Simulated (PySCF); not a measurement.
## Run report: Si₃S₃F₆, NMR shielding calculation

System: Si₃S₃F₆ (cyclo-(F2SiS)3).
Method: GIAO PBE0/pcSseg-1 NMR shielding, non-relativistic, gas phase (PySCF 2.14.0).

The geometry comes from this level: PBE0-D3(BJ)/def2-SVP. It belongs to a series of runs on one base structure; here: F, n=3. Figures and captions count atoms from 1; the log counts them from 0 in places.

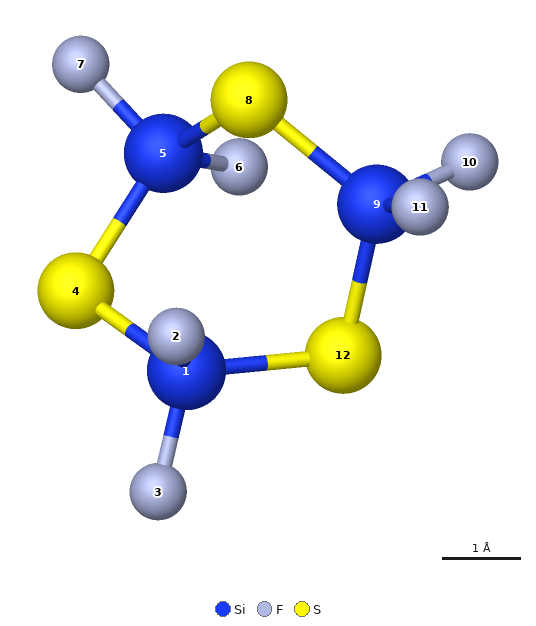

*The structure as given in the input (ball-and-stick view, seen at a tilt; atoms are numbered from 1 in the order of the input).*

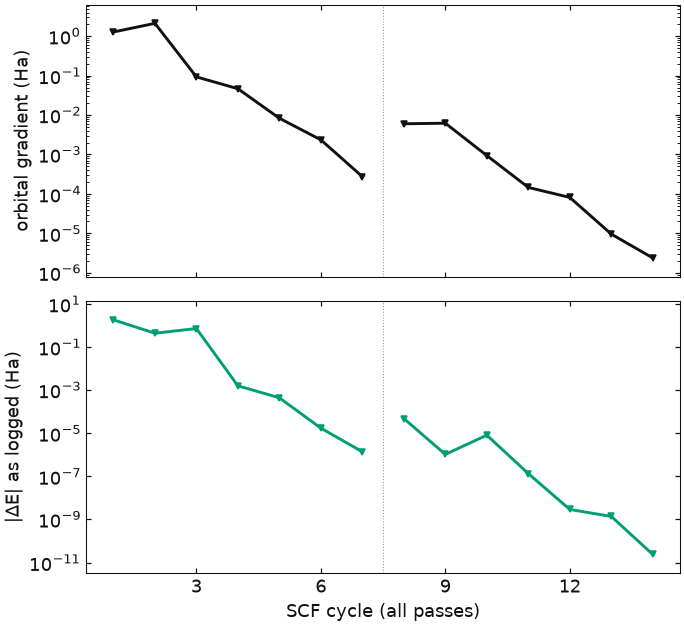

*Convergence of the self-consistent field: orbital gradient and size of the energy change against the SCF cycle. The dotted line marks the change from a coarse to the final integration grid.*

The first 7 cycles use a coarse grid, the final grid takes over at cycle 8, and the field converges after 14 cycles in all.

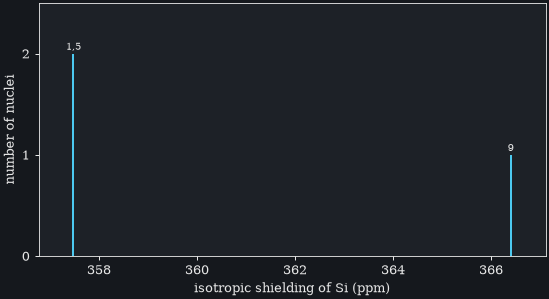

*Isotropic shieldings of the silicon nuclei in this fixed geometry, labelled by atom number; shielding grows to the right, so chemical shift grows to the left.*

The least shielded is Si1 (357.4 ppm), the most shielded Si9 (366.4 ppm).

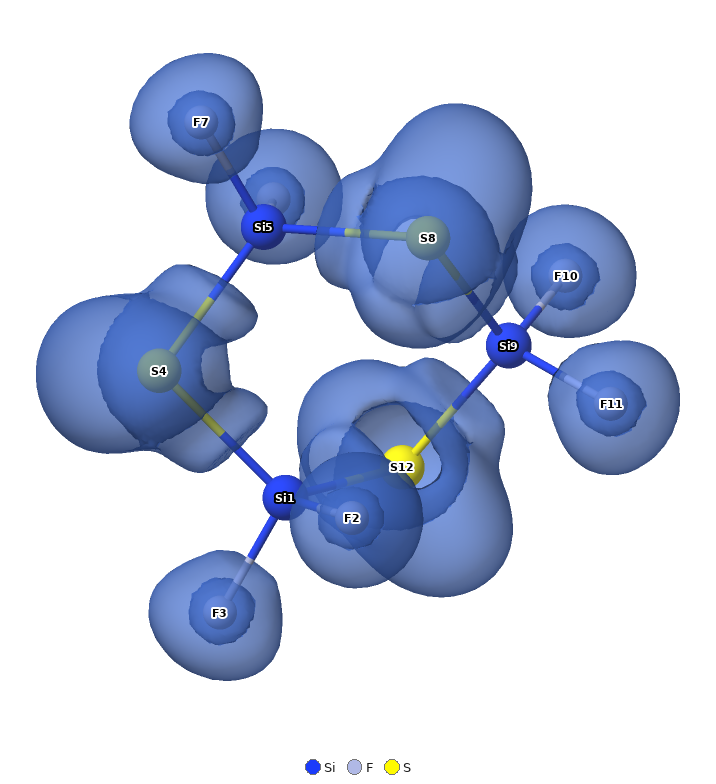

*Isosurface of the ELF at 0.75 (blue), seen at a tilt. Core shells and regions of very low density are left out.*

Values along the shortest contacts: Si–F (1.60 Å): the ELF peaks at about 0.80 between the atoms. Si–S (2.12 Å): the ELF peaks at about 0.90 between the atoms (localised, shared-pair bonding).

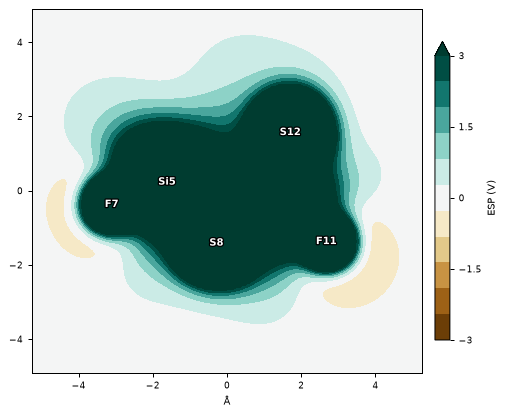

*Molecular electrostatic potential on the plane of atoms F7, Si5 and S8.*

Atoms in the plane: Si, F and S.

The input and output of the run follow.

Input file
```
{"job": {"kind": "nmr", "xc": "PBE0", "basis": "pcSseg-1"}, "charge": 0, "multiplicity": 1}
Si     1.298211     0.522193    -1.252654
F      1.131892     2.065773    -0.850924
F      2.236624     0.452990    -2.546125
S      2.304615    -0.546745     0.279402
Si     0.619954    -0.979387     1.491831
F     -0.111973    -2.319650     1.003486
F      1.186048    -1.238569     2.965516
S     -0.786514     0.604233     1.646453
Si    -1.777189     0.405687    -0.215314
F     -3.014492    -0.607587    -0.138164
F     -2.392818     1.852969    -0.513946
S     -0.578897    -0.294646    -1.818551
```

The first line tells a small driver script what to run in PySCF; the rest is the geometry in Å.

Command:
```bash
OMP_NUM_THREADS=2 python <driver script> task.json out
```

Log
```
coarse grid: 16264 points
cycle   1  E = -2660.8214722811  dE =  1.811e+00  |g| = 1.282e+00  |ddm| = 3.910e+00
cycle   2  E = -2660.3894168807  dE =  4.321e-01  |g| = 2.123e+00  |ddm| = 2.435e+00
cycle   3  E = -2661.1055466704  dE = -7.161e-01  |g| = 9.310e-02  |ddm| = 1.515e+00
cycle   4  E = -2661.1071236493  dE = -1.577e-03  |g| = 4.666e-02  |ddm| = 1.497e-01
cycle   5  E = -2661.1075609946  dE = -4.373e-04  |g| = 8.312e-03  |ddm| = 5.421e-02
cycle   6  E = -2661.1075781579  dE = -1.716e-05  |g| = 2.353e-03  |ddm| = 1.298e-02
cycle   7  E = -2661.1075795249  dE = -1.367e-06  |g| = 2.748e-04  |ddm| = 2.622e-03
final grid: 140640 points
cycle   8  E = -2661.2137349031  dE = -4.777e-05  |g| = 6.019e-03  |ddm| = 2.616e-02
cycle   9  E = -2661.2137338662  dE =  1.037e-06  |g| = 6.217e-03  |ddm| = 1.330e-02
cycle  10  E = -2661.2137419478  dE = -8.082e-06  |g| = 9.383e-04  |ddm| = 7.199e-03
cycle  11  E = -2661.2137420807  dE = -1.329e-07  |g| = 1.460e-04  |ddm| = 6.487e-04
cycle  12  E = -2661.2137420836  dE = -2.894e-09  |g| = 8.142e-05  |ddm| = 2.062e-04
cycle  13  E = -2661.2137420849  dE = -1.370e-09  |g| = 9.555e-06  |ddm| = 7.973e-05
cycle  14  E = -2661.2137420850  dE = -2.365e-11  |g| = 2.371e-06  |ddm| = 1.162e-05
converged SCF energy = -2661.2137420850

GIAO shielding tensors (ppm)
atom      isotropic    diamagn.    paramagn.     s11        s22        s33       span
  0 Si     357.423     878.686    -521.264    339.788    346.440    386.041     46.253
  1 F      265.757     470.928    -205.171    221.446    232.060    343.765    122.319
  2 F      288.951     465.897    -176.946    232.570    285.874    348.408    115.838
  3 S      597.875    1060.390    -462.515    574.748    575.541    643.335     68.587
  4 Si     357.539     878.666    -521.127    340.471    346.033    386.113     45.641
  5 F      266.112     470.797    -204.685    221.149    232.941    344.247    123.098
  6 F      288.898     465.892    -176.994    232.180    286.283    348.231    116.050
  7 S      596.639    1062.136    -465.497    555.649    594.577    639.692     84.043
  8 Si     366.401     878.079    -511.678    337.748    357.228    404.228     66.480
  9 F      279.300     467.171    -187.871    222.350    267.208    348.341    125.992
 10 F      279.190     467.213    -188.023    222.329    267.467    347.773    125.444
 11 S      596.543    1062.081    -465.538    555.195    594.573    639.862     84.667
```

Results in brief

- outcome: converged
- total energy: −2661.213742 hartree
- HOMO: −8.97 eV
- LUMO: −1.33 eV
- dipole moment: 0.53 D
- isotropic shielding, Si: 357.4 to 366.4 ppm
- isotropic shielding, F: 265.8 to 289.0 ppm
- isotropic shielding, S: 596.5 to 597.9 ppm
- hardware: 2 CPU threads, shared host
- wall time: 58 s (CPU time 2.2 min)
- peak memory: 2.2 GiB
